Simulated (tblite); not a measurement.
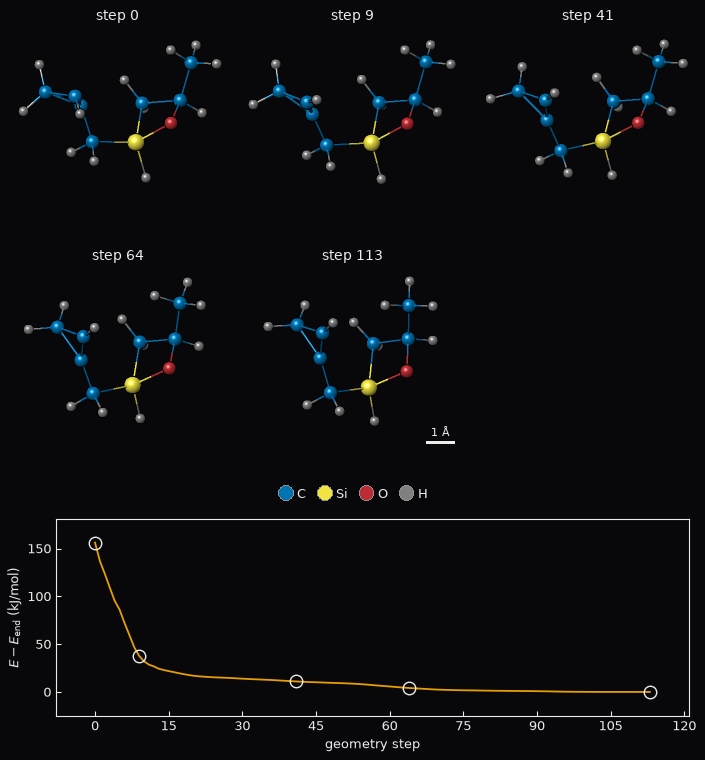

Frames of a relaxation of C7H12OSi, marked on the history of the run. The picture is a ball-and-stick view, seen at a tilt.

These are results of GFN2-xTB geometry optimisation, gas phase in tblite, not measurements. 

> What happens along the run?

The energy falls by 156.1 kJ/mol in 113 geometry steps. The largest move after the best rigid fit is that of an H atom, 1.39 Å. By element the largest moves are H 1.39 Å, C 0.79 Å, O 0.45 Å, Si 0.32 Å. Some distances before and after: C–Si 1.844 → 1.911 Å, C–C 1.450 → 1.501 Å, C–C 1.578 → 1.534 Å, C–C 1.338 → 1.301 Å. Bond angles that change, for instance: C–C–H 123.6° → 151.6°, C–C–C 127.7° → 152.7°, C–C–C 130.6° → 142.8°. From step 0 to 9: an H atom moves most (0.61 Å), energy −118.5 kJ/mol. From step 9 to 41: an H atom moves most (0.52 Å), energy −26.7 kJ/mol. From step 41 to 64: an H atom moves most (0.59 Å), energy −6.88 kJ/mol. From step 64 to 113: an H atom moves most (0.54 Å), energy −4.10 kJ/mol.

```csv
step,"E − E(0), kJ/mol"
0,0.00
1,-19.35
2,-32.60
3,-46.87
4,-60.80
5,-70.01
6,-83.89
7,-96.56
8,-109.51
9,-118.51
10,-124.22
15,-134.35
21,-139.70
26,-141.19
32,-142.77
37,-143.97
43,-145.66
48,-146.60
53,-147.63
59,-150.01
64,-152.03
70,-153.73
75,-154.39
80,-154.78
86,-155.12
91,-155.41
97,-155.95
102,-156.10
108,-156.13
113,-156.14
```
